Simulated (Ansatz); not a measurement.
System: CH₃FGeO.

```xyz
7

C    -0.0966    0.2079    0.3155
O    -0.5236    0.2798   -1.0983
Ge    1.5994   -0.4004   -0.6183
F     1.1964   -2.1414   -0.5868
H    -0.7061   -0.5717    0.8080
H    -0.1861    1.1839    0.8309
H    -0.4478    1.2069   -1.3977
```

Theory: RKS PBE-D4/def2-SVP (Ansatz 0.2.0).

### Predict the electron density and electron localisation function between the atoms.

C–O (1.48 Å): ρ is about 1.7 e/Å³ halfway, with its minimum of 1.5 e/Å³ about 0.6 Å from C; the ELF peaks at about 0.90 between the atoms: a shared but strongly polarised pair.
C–Ge (2.03 Å): ρ is about 0.74 e/Å³ halfway; the ELF peaks at about 0.90 in the valence shell of C, 0.7 Å from its nucleus, and is about 0.60 at the midpoint.

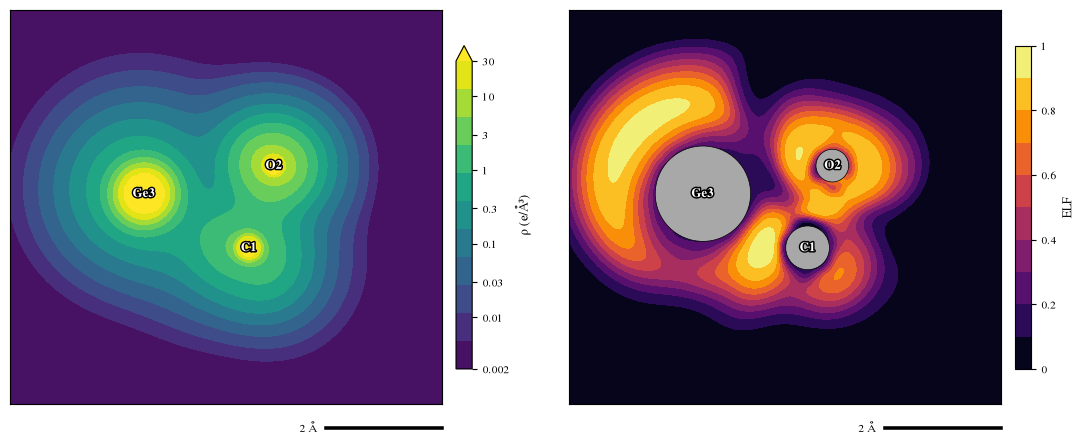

Computed electron density and electron localisation function on the plane of atoms O2, C1 and Ge3, in this order. Grey discs cover the atomic cores in the ELF map. 
